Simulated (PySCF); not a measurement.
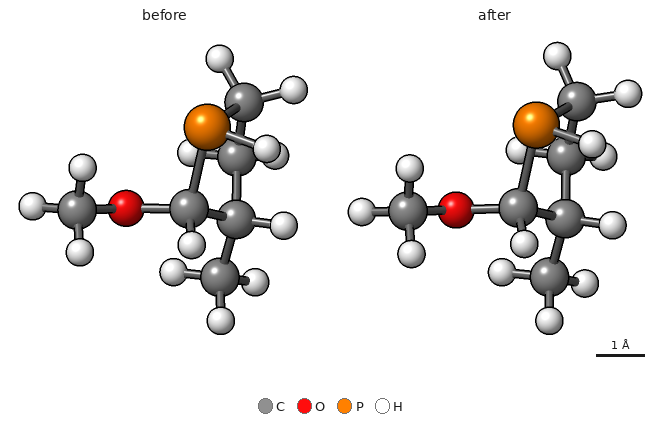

The structure of C6H13OP before (left) and after (right) a relaxation, at one scale.

The picture is a ball-and-stick view, seen from a free direction.

The start comes from GFN2-xTB. Its atoms were then displaced at random by about 0.01 Å.

Level of theory: PySCF, PBE0-D3(BJ)/def2-SVP geometry optimisation, gas phase. 

Question: Describe what moved and what it gained.

Answer: The energy falls by 18.2 kJ/mol in 6 geometry steps. The atom that moves furthest after the best rigid fit is an H atom (0.19 Å). Largest moves by element: H 0.19 Å, P 0.08 Å, C 0.06 Å, O 0.04 Å. Near-neighbour distances that change, for instance: C–H 1.059 → 1.108 Å, C–O 1.429 → 1.395 Å, C–C 1.503 → 1.529 Å, C–H 1.126 → 1.101 Å. Among the angles between lasting bonds that change: C–P–H 92.9° → 97.7°, H–C–H 112.2° → 108.7°, O–C–H 108.8° → 111.8°.
